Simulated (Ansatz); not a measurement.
```xyz
16

B    -1.9082   -1.3936    0.5617
Si   -0.4132   -0.8923   -0.7322
C     1.2214   -1.8029   -0.4044
Si   -0.0872    1.4467   -0.6103
C     0.4113    2.0718    1.0974
Cl    1.4393    1.9739   -1.9447
H    -1.7001   -1.9716    1.5825
H    -3.0361   -1.0841    0.3357
H    -0.8616   -1.1671   -2.1195
H     1.0968   -2.8755   -0.5236
H     1.5745   -1.6252    0.6075
H     1.9983   -1.4820   -1.0910
H    -1.2873    2.1730   -1.0668
H     1.3095    1.5780    1.4552
H     0.6027    3.1401    1.0785
H    -0.3827    1.8882    1.8181
```

Theory: RHF/6-31G* in Ansatz.

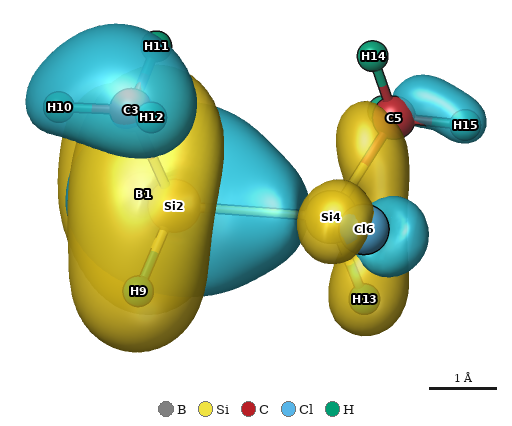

C₂H₁₀BClSi₂. The HOMO−1 at ±0.06 Å⁻³ᐟ² (yellow and cyan are the two phases), seen from one side.

Where does this orbital lie, and at what energy?

By Hirshfeld shares it lies mainly on Si2 (about 30 %), B1 (about 25 %) and C3 (about 15 %). Its energy is −11.43 eV.
